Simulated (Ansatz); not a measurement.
Consider CH₈BN.

Input

```
crystal:
  periodic: [false, false, false]
  atoms:
    - {symbol: B, position_ang: [-0.709519, 1.144738, 0.002686]}
    - {symbol: N, position_ang: [0.282702, -0.025412, 0.541429]}
    - {symbol: C, position_ang: [0.490217, -1.119848, -0.416040]}
    - {symbol: H, position_ang: [-1.769150, 0.594069, -0.217112]}
    - {symbol: H, position_ang: [-0.771498, 1.958600, 0.901208]}
    - {symbol: H, position_ang: [1.174044, 0.399310, 0.779430]}
    - {symbol: H, position_ang: [-0.181399, 1.579768, -1.000410]}
    - {symbol: H, position_ang: [-0.100354, -0.391958, 1.407708]}
    - {symbol: H, position_ang: [0.903238, -0.697868, -1.330607]}
    - {symbol: H, position_ang: [1.160834, -1.884830, -0.019507]}
    - {symbol: H, position_ang: [-0.479417, -1.556569, -0.648785]}
basis:
  gaussian: {orbitals: def2-TZVPP}
hamiltonian: {xc: pbe0, dispersion: d4}
output: {orbitals: {seedname: orbitals}}
```

Command:

```sh
ansatz run in.yaml --threads 2 --pin off --events-out ev --progress --plain --max-ram 4352MiB
```

The product side of a reaction path; geometry: PBE0-D4/def2-TZVP.

All numbers below come from RKS PBE0-D4/def2-TZVPP (Ansatz 0.2.0).

> What can the converged electron density and electron localisation function tell about the bonding?

C–N (1.47 Å): the density is about 1.9 e/Å³ at the midpoint; the ELF peaks at about 0.95 between the atoms, as expected for a covalent bond.
B–N (1.63 Å): ρ at the midpoint is about 1.2 e/Å³; the ELF peaks at about 0.95 between the atoms: a polar covalent bond.
C–H (1.09 Å): ρ at the midpoint is about 2 e/Å³; the ELF climbs to about 1 towards the hydrogen, as it does in any bond to H; a covalent bond by its length.
B–H (1.21 Å): ρ is about 1.2 e/Å³ halfway; the ELF climbs to about 1 towards the hydrogen; a covalent bond by its length.

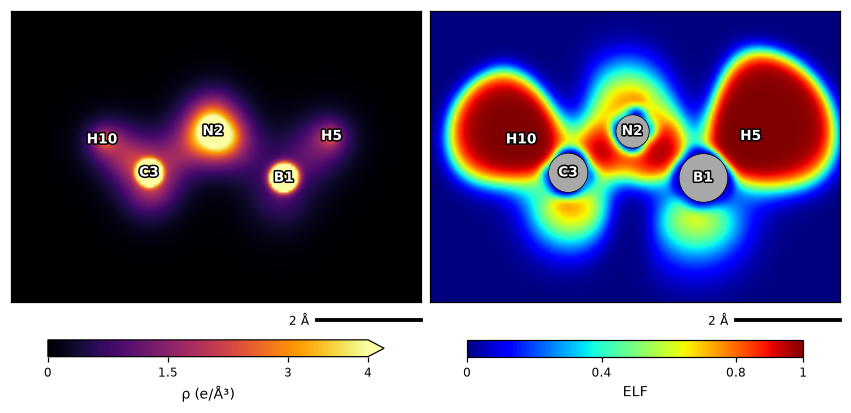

Computed electron density and electron localisation function on the plane of atoms N2, C3 and H10, in this order. Grey discs cover the atomic cores in the ELF map. 
